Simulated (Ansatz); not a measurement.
# How fast states decay through Li2SiSnTe4, part 3 of 3

Wanted: the relaxed cell of Li2SiSnTe4, its band edges and its decay constants. It is built by putting Te for S in the Li2SiSnS4 structure of space group I-42m, with the volume rescaled by atomic radii. The parent structure comes from the Materials Project.

Ansatz 0.2.0; r2SCAN DFT, plane waves, PAW files (the session's first sound run).

So far, gap on path (eV): step 3 (band edges, r2SCAN) 0.901; step 6 (PBE, cutoff 420 eV) 0.663.

The structure was built from a prototype and need not be the compound's stable phase.

**7. Complex bands at another level, cutoff 420 eV**

This step: PBE DFT, plane waves, PAW files; complex bands by layer matching along the plane's normal (Ansatz 0.2.0).

The complex bands at that level, over its own gap, at (0, 0) and (0.2604, -0.4375).

Contents of input.yaml:

```yaml
crystal:
  lattice:
    - [6.745529804, 0.0, 0.0]
    - [-1.261491077, 6.626523418, 0.0]
    - [2.742019364, 3.313261709, 5.196710402]
  atoms:
    - { symbol: Li, position: [0.75, 0.25, 0.5] }
    - { symbol: Li, position: [0.25, 0.75, 0.5] }
    - { symbol: Si, position: [0.5, 0.5, 0.0] }
    - { symbol: Sn, position: [0.0, 0.0, 0.0] }
    - { symbol: Te, position: [0.8641038547, 0.8641038547, 0.5976649718] }
    - { symbol: Te, position: [0.5382311735, 0.1358961453, 0.0] }
    - { symbol: Te, position: [0.1358961453, 0.5382311735, 0.0] }
    - { symbol: Te, position: [0.4617688265, 0.4617688265, 0.4023350282] }
kpoints:
  mp_grid: { grid: [6, 6, 6] }
scf:
  occupations: { method: fixed }
hamiltonian:
  xc: pbe
output:
  eigenvalues: true
  transmission:
    leads: [[0, 0]]
    kpoints: [[0.0, 0.0], [0.2604, -0.4375]]
    e_range: [-1.0, 1.66]
    de: 0.07
```

Started as:

```
$ ansatz run input.yaml --threads 2 --pin off --max-ram 4096MiB --backend cpu --events-out ev --progress --plain --runs-dir out
```

Numbers of over 12 decimals in the logs are rounded to 6 here.

Log:

```text
[...]
Crystal: 8 atoms, lattice volume = 232.290 Å³
Basis set: ecut = 420 eV, 4535 PW (Γ)
Bands: 53, of which v1, the nominal top of the filled ones, is band 44 counted from 1 (43 counted from 0)
Symmetry: 8 space group operations
[...]
k-points: 30 of 216 (time reversal used)
[...]
SCF iter   1: F=—  HF=-34992.729526 eV  |F-HF|=—  |Δ(HF+E_count)|=         —  Δρ=1.10e-3  dr2=4.15e-3  ethr=1.77e-3  ⟨swp⟩=5.2  Hψ=5226  notcnv=0  defer=195
[...]
SCF iter   7: F=-34992.728175 eV  HF=-34992.728175 eV  |F-HF|=2.51e-9  |Δ(HF+E_count)|=   2.54e-9  Δρ=2.00e-6  dr2=9.49e-9  ethr=1.14e-10  ⟨swp⟩=13.0  Hψ=6803  notcnv=0
SCF 1 converged in 7 iterations: F = -34992.728175 eV  dr2 = 9.49e-9
[...]
transmission: 7 of 14 steps passed
transmission: 14 of 14 steps passed
SCF converged after 7 iterations
Free energy (F): -34992.728175 eV
[...]
Internal energy: -34992.728175 eV  (E = F + TS)
E sigma→0 (E₀):  -34992.728175 eV
Fermi energy:    6.499265 eV
[...]
--- Band table (eV; the first three rows and the last of 30) ---
  k-point 0: bands = [... 40 lower, 5.2141, 5.3342, 5.6532, 5.6532, 8.5402, 9.4049, 9.9140, 9.9140, ... 5 higher]
  k-point 1: bands = [... 40 lower, 5.1925, 5.2322, 5.5913, 5.6284, 8.4532, 8.6348, 9.6602, 9.7453, ... 5 higher]
  k-point 2: bands = [... 40 lower, 4.8821, 5.0829, 5.6621, 5.7455, 7.7063, 8.3534, 9.1147, 9.4160, ... 5 higher]
  k-point 29: bands = [... 40 lower, 5.4581, 5.9686, 5.9686, 6.4993, 7.5085, 7.6778, 7.7773, 7.7773, ... 5 higher]
--- Transmission ---
  basis      : 395 plane waves across, 7 finite elements along
  points     : 2, as listed
[...]
channels       : 0.000000e0 a spin
[...]
slowest decay  : 0.0889 /Å at (0.2604, -0.4375)
```

Wall time 99 s (2 threads of Arm Neoverse V2, shared host); peak memory 1.6 GiB.

Numbers from this step:

```
level to which the leads are filled                       : 0.3853 eV from the Fermi level
decay constant at the filling level, zone centre          : 0.1768 Å⁻¹
decay constant at the filling level, slowest listed point : 0.0889 Å⁻¹
```

K parallel (0, 0); values up to 1.5 1/Å, a degenerate pair printed once or twice; energies at which all values exceed this have no row. Im kz of the slowest decaying states against energy, zero at the highest filled level on the SCF mesh:

```csv
energy (eV),decay 1 (Å⁻¹),decay 2 (Å⁻¹),decay 3 (Å⁻¹),decay 4 (Å⁻¹)
-1.0000,0.0457,0.0998,0.105,0.160
-0.7200,0.0323,0.0981,0.146,0.167
-0.5100,0.152,0.192,0.211,0.246
-0.2300,0.176,0.250,0.258,0.274
-0.0200,0.182,0.275,0.280,0.287
0.2600,0.181,0.297,0.298,0.300
0.4700,0.174,0.307,0.307,0.311
0.7500,0.152,0.311,0.315,0.330
1.0300,0.102,0.309,0.317,0.320
1.2400,0.289,0.303,0.316,0.361
1.5200,0.0125,0.247,0.290,0.309
```

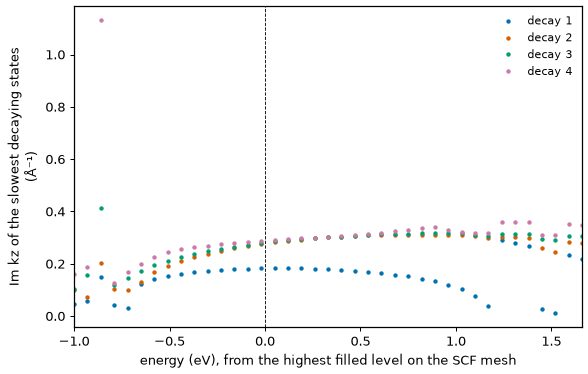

Im kz of the slowest decaying states, plotted against energy.

K parallel (0.2604, -0.4375); values up to 1.5 1/Å, a degenerate pair printed once or twice; energies at which all values exceed this have no row. Im kz of the slowest decaying states against energy, zero at the highest filled level on the SCF mesh:

```csv
energy (eV),decay 1 (Å⁻¹),decay 2 (Å⁻¹),decay 3 (Å⁻¹),decay 4 (Å⁻¹)
-1.0000,0.0559,0.276,0.361,0.748
-0.7200,0.0346,0.247,0.447,0.724
-0.5100,0.115,0.278,0.481,0.711
-0.2300,0.0199,0.178,0.308,0.505
-0.0200,0.0931,0.224,0.321,0.339
0.2600,0.0984,0.227,0.328,0.355
0.4700,0.0804,0.219,0.328,0.362
0.7500,0.188,0.319,0.366,0.439
1.0300,0.115,0.125,0.289,0.353
1.2400,0.201,0.258,0.273,0.322
1.5200,0.297,0.361,0.368,0.631
```

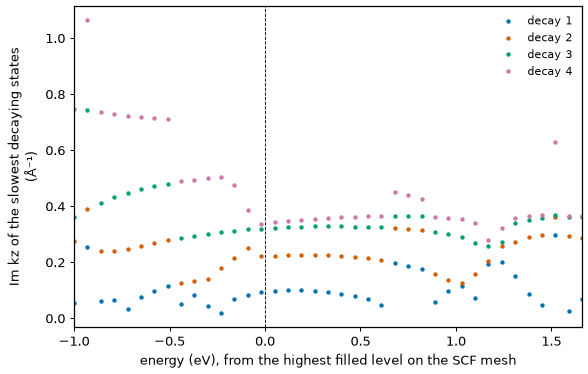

Im kz of the slowest decaying states against energy.

K parallel (0.2604, -0.4375). Re kz of states that move upwards against energy, zero at the highest filled level on the SCF mesh:

```csv
energy (eV),channel 1 (Å⁻¹),channel 2 (Å⁻¹),channel 3 (Å⁻¹),channel 4 (Å⁻¹)
-1.0000,-0.179,0.245,0.299,-
-0.7200,0.0769,0.404,-,-
-0.5100,0.241,0.539,-,-
-0.2300,-,-,-,-
-0.0200,-,-,-,-
0.2600,-,-,-,-
0.4700,-,-,-,-
0.7500,-0.358,0.498,-,-
1.0300,-0.255,-,-,-
1.2400,-0.489,-,-,-
1.5200,-0.398,-0.285,0.519,-
```

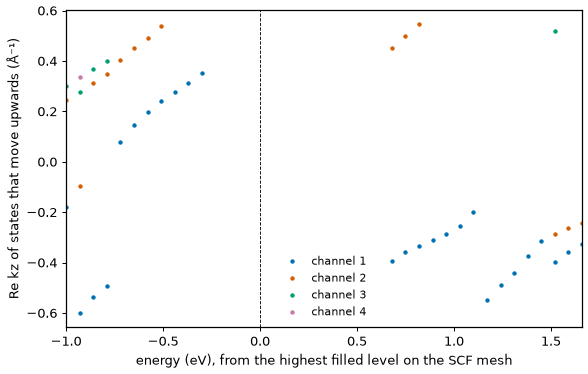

Re kz of states that move upwards, plotted against energy.

At the listed wavevectors the last open channel is at -0.30 eV and the next at +0.68 eV on the grid. At +0.40 eV, the grid energy nearest the filling level (the middle of the gap on the SCF mesh), the slowest state at the listed wavevectors decays with κ = 0.0889 Å⁻¹, its amplitude falling by e over 11 Å; the first such run, plane (110), gave 0.106 Å⁻¹.

**8. A check of the settings**

This step: r2SCAN DFT, plane waves, PAW files; complex bands by layer matching along the plane's normal; changed: output.transmission.e_range = [-0.5, 0.5], output.transmission.de = 0.035 (Ansatz 0.2.0).

This run repeats an earlier one, its twin (the complex run, plane (110)), with two settings changed (output.transmission.e_range, output.transmission.de; files written aside). It is meant to test what the energy window and step decide. Where the input is shown as a difference, that is against the step before, not the twin.

input.yaml, as its differences from that of step 7:

```diff
@@ -19,3 +19,3 @@
 hamiltonian:
-  xc: pbe
+  xc: r2scan
 output:
@@ -24,4 +24,4 @@
     leads: [[0, 0]]
-    kpoints: [[0.0, 0.0], [0.2604, -0.4375]]
-    e_range: [-1.0, 1.66]
-    de: 0.07
+    kpoints: [[0.0, 0.0], [0.2682, -0.4323]]
+    e_range: [-0.5, 0.5]
+    de: 0.035
```

Log:

```text
[...]
Crystal: 8 atoms, lattice volume = 232.290 Å³
Basis set: ecut = 500 eV, 5915 PW (Γ), exchange–correlation on 200×200×200 points (64 copies of the dense FFT grid, shifted against one another)
Bands: 53, of which v1, the nominal top of the filled ones, is band 44 counted from 1 (43 counted from 0)
Symmetry: 8 space group operations
[...]
k-points: 30 of 216 (time reversal used)
[...]
SCF iter   1: F=—  HF=-35071.174464 eV  |F-HF|=—  |Δ(HF+E_count)|=         —  Δρ=3.63e-3  dr2=4.74e-2  dr2_τ=1.15e-2  ethr=1.77e-3  ⟨swp⟩=5.0  Hψ=5241  notcnv=0  defer=191
[...]
SCF iter   7: F=-35071.246472 eV  HF=-35071.246472 eV  |F-HF|=8.96e-9  |Δ(HF+E_count)|=   5.94e-8  Δρ=2.22e-6  dr2=1.44e-8  dr2_τ=3.68e-10  ethr=1.14e-10  ⟨swp⟩=13.0  Hψ=7127  notcnv=0
SCF 1 converged in 7 iterations: F = -35071.246472 eV  dr2 = 1.44e-8
[...]
transmission: 7 of 14 steps passed
transmission: 14 of 14 steps passed
SCF converged after 7 iterations
Free energy (F): -35071.246472 eV
[...]
Internal energy: -35071.246472 eV  (E = F + TS)
E sigma→0 (E₀):  -35071.246472 eV
Fermi energy:    6.293569 eV
[...]
--- Band table (eV; the first three rows and the last of 30) ---
  k-point 0: bands = [... 40 lower, 4.9916, 5.1016, 5.4366, 5.4366, 8.5655, 9.6989, 10.0215, 10.0215, ... 5 higher]
  k-point 1: bands = [... 40 lower, 4.9657, 5.0052, 5.3846, 5.4123, 8.4879, 8.7346, 9.8159, 9.8771, ... 5 higher]
  k-point 2: bands = [... 40 lower, 4.6499, 4.8658, 5.4493, 5.5327, 7.7286, 8.4042, 9.2397, 9.5661, ... 5 higher]
  k-point 29: bands = [... 40 lower, 5.3242, 5.7501, 5.7501, 6.2936, 7.6157, 7.6927, 7.8387, 7.8387, ... 5 higher]
--- Transmission ---
  basis      : 469 plane waves across, 7 finite elements along
  points     : 2, as listed
[...]
channels       : 0.000000e0 a spin
[...]
slowest decay  : 0.1060 /Å at (0.2682, -0.4323)
```

It took 2.1 min on 2 threads; peak memory 2.1 GiB.

This step gave:

```yaml
free_energy: -35071.2465 eV
fermi_energy: 6.294 eV
gap_on_the_k_mesh: 1.008 eV
level_to_which_the_leads_are_filled: 0.5039 eV from the Fermi level
decay_constant_at_the_filling_level_zone_centre: 0.1830 Å⁻¹
decay_constant_at_the_filling_level_slowest_listed_point: 0.106 Å⁻¹
```

K parallel (0, 0); values up to 1.5 1/Å, a degenerate pair printed once or twice; energies at which all values exceed this have no row. Im kz of the slowest decaying states against energy, zero at the highest filled level on the SCF mesh:

```csv
energy (eV),decay 1 (Å⁻¹),decay 2 (Å⁻¹),decay 3 (Å⁻¹),decay 4 (Å⁻¹)
-0.500,0.154,0.203,0.220,0.256
-0.395,0.166,0.228,0.241,0.273
-0.290,0.175,0.248,0.257,0.282
-0.185,0.181,0.264,0.271,0.290
-0.115,0.183,0.273,0.279,0.295
-0.010,0.186,0.285,0.290,0.301
0.095,0.188,0.295,0.299,0.307
0.200,0.188,0.303,0.306,0.312
0.305,0.187,0.311,0.312,0.317
0.410,0.185,0.317,0.317,0.322
```

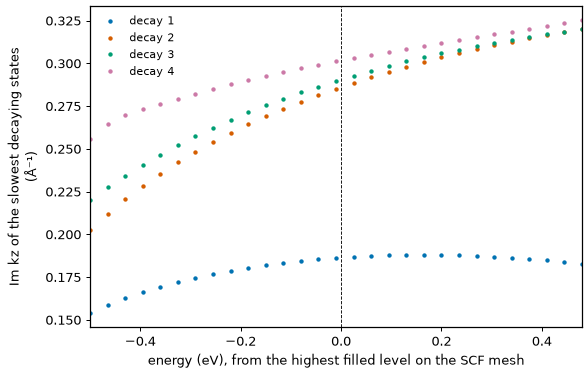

Im kz of the slowest decaying states, plotted against energy.

K parallel (0.2682, -0.4323); values up to 1.5 1/Å, a degenerate pair printed once or twice; energies at which all values exceed this have no row. Im kz of the slowest decaying states against energy, zero at the highest filled level on the SCF mesh:

```csv
energy (eV),decay 1 (Å⁻¹),decay 2 (Å⁻¹),decay 3 (Å⁻¹),decay 4 (Å⁻¹)
-0.500,0.116,0.286,0.506,0.728
-0.395,0.0664,0.132,0.300,0.516
-0.290,0.0299,0.146,0.311,0.524
-0.185,0.0527,0.201,0.321,0.530
-0.115,0.0794,0.232,0.326,0.459
-0.010,0.0976,0.237,0.332,0.344
0.095,0.107,0.239,0.337,0.361
0.200,0.111,0.244,0.341,0.368
0.305,0.111,0.247,0.343,0.374
0.410,0.109,0.248,0.345,0.379
```

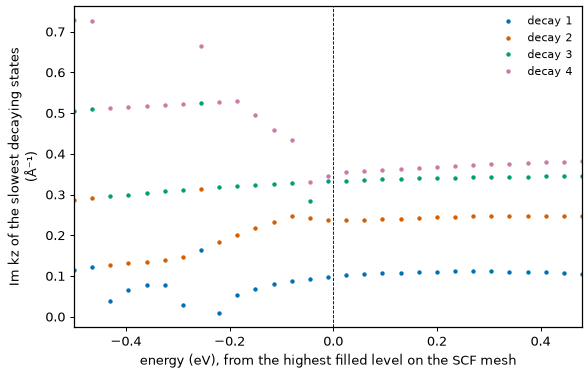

Im kz of the slowest decaying states, plotted against energy.

The least decay constant is 0.106 Å⁻¹ against 0.106 Å⁻¹ in the twin: no change within 1 %, at 0.76 times the CPU time.

**9. What came out**

- band gap: 0.901 eV
- least decay constant at mid-gap, normal to (110): 0.106 Å⁻¹
- least decay constant on a mesh, normal to (110): 0.109 Å⁻¹
- least decay constant, PBE: 0.0889 Å⁻¹

In words: With r2SCAN, the slowest decay at the wavevectors tried is κ = 0.106 Å⁻¹, normal to (110). Through such a film the transmission near mid-gap falls as exp(−2κd), a factor of ten every 11 Å. A free electron under a barrier of half the gap would need a mass of 0.096 mₑ to decay at this rate. The slowest decay isn't at the zone centre. With PBE the gap goes from 0.901 to 0.663 eV and the decay constant, over the first 2 listed wavevectors (which shift with the band edges), from 0.106 to 0.0889 Å⁻¹. The compound is made up by substitution; its stability against other phases and against distortions of the cell's symmetry was not tested. r2SCAN still narrows gaps, if less than LDA and GGA do, while spin-orbit coupling, left out here, narrows them in compounds of heavy elements, so the error in κ can go either way.

[Logs are printed without paths, hosts, clocks, repeated set-up lines and the standing remarks that a program may print on its own settings, such as how far it seeks lower states.]

[Hosts, paths, dates, database ids (printed as entryN), source tags and the programs' standing remarks are cut or masked in the printed files.]

[New means built here by substitution; the compound itself may be known and measured.]
